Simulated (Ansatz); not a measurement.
Ligand exchange: Si2H4O2 + Sb(CH3)2(SiH3) → Si3H6O2 + SbH(CH3)2

Species: Si2H4O2 `O[Si]O[SiH3]`, singlet; Sb(CH3)2(SiH3), singlet; Si3H6O2 `[SiH3]O[Si]O[SiH3]`, singlet; SbH(CH3)2, singlet. The partners trade H for SiH3: O–H and Sb–SiH3 bonds give way to O–SiH3 and Sb–H.

Shapes, held fixed at every level: PBE0-D4/def2-TZVP. Flexible molecules stand in one conformer, not always the lowest. Programs: Ansatz 0.2.0. The zero-point and thermal change to 298 K, harmonic and unscaled (PBE0-D4/def2-TZVP), is -5.8 kJ/mol.

| level | kind | ΔH(298 K) (kJ/mol) | less CCSD(T)/def2-TZVPP |
| --- | --- | --- | --- |
| SPW92/def2-TZVPP | LDA | -48.8 | +21.1 |
| r2SCAN-D4/def2-TZVPP | meta-GGA | -64.2 | +5.7 |
| wB97M-V/def2-TZVPP | range-separated hybrid | -68.0 | +1.9 |
| MP2/def2-TZVPP | perturbation theory | -67.3 | +2.6 |
| CCSD(T)/def2-SVP | coupled cluster or CI | -63.9 | +6.0 |
| CCSD/def2-SVP | coupled cluster or CI | -66.8 | +3.1 |
| CCSD/def2-TZVPP | coupled cluster or CI | -74.5 | -4.6 |
| CCSD(T)/def2-TZVPP | coupled cluster or CI | -69.9 | 0.0 |

The highest level, CCSD(T)/def2-TZVPP, gives ΔH(298 K) = -69.9 kJ/mol; the levels span -74.5 to -48.8. The column of differences is taken from that level and isn't an error. No measured value is set beside it here. For atoms past krypton def2 sets carry core potentials with scalar relativity. Correlated rows may include outer-core shells of Sb, which these sets cover unevenly.

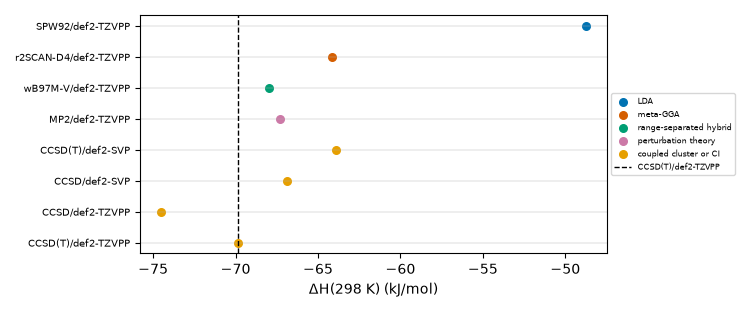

The values of the table, level by level.
